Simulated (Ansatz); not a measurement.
## SiC: response to strain

Base system: SiC in the wurtzite structure (space group P6_3mc, No. 186; a = 3.092 Å, c = 5.074 Å).

Strains are applied to the cell and any free atomic positions relax.

The values are results of Ansatz (a program for electronic structure), PBE, PAW, cutoff 420 eV, scalar-relativistic without spin-orbit coupling, earlier PAW set, not measurements.

Notes on the quantities. energy relative to the base: free energy F.

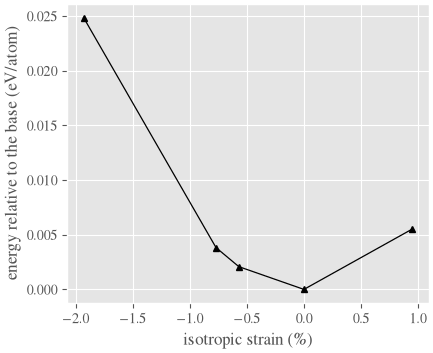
*Energy relative to the base against isotropic strain*

From the plot, what is the energy relative to the base for isotropic strain −0.57 %?

About 0.002 eV/atom.

Is the trend monotonic over the range shown?

No, it turns within the range, spanning 0 meV/atom to +25 meV/atom.

Whether these cells are dynamically stable was not tested.
